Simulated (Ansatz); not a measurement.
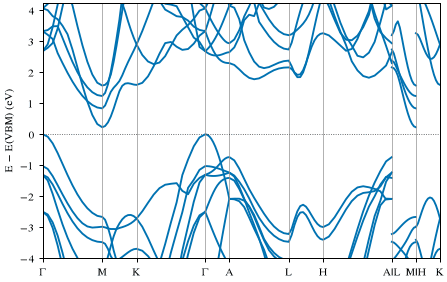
*Band structure from r²SCAN (plane waves, PAW; program Ansatz)*

Question: Read off the gap and where the band edges lie.

Answer: About 0.2 eV (0.23 eV by a search for the band edges); maximum at Γ, minimum at M.

Question: Pick the material that matches.
A. SiGe, wurtzite
B. BeS, NiAs type
C. BAs, P6_222 (B on 3d, As on 3c)
D. BP, P6_422 (B on 3c, P on 3d)

Answer: D, BP, P6_422 (B on 3c, P on 3d)

The start of the workflow was typed in or built on a structure type; neither database checked (COD, Materials Project) lists it. It is not the phase usual at ambient conditions (space group No. 216). The r²SCAN relaxation kept the symmetry of its start; whether a distortion lowers the energy is not shown.

Potentials: the earlier of the program's two PAW sets.
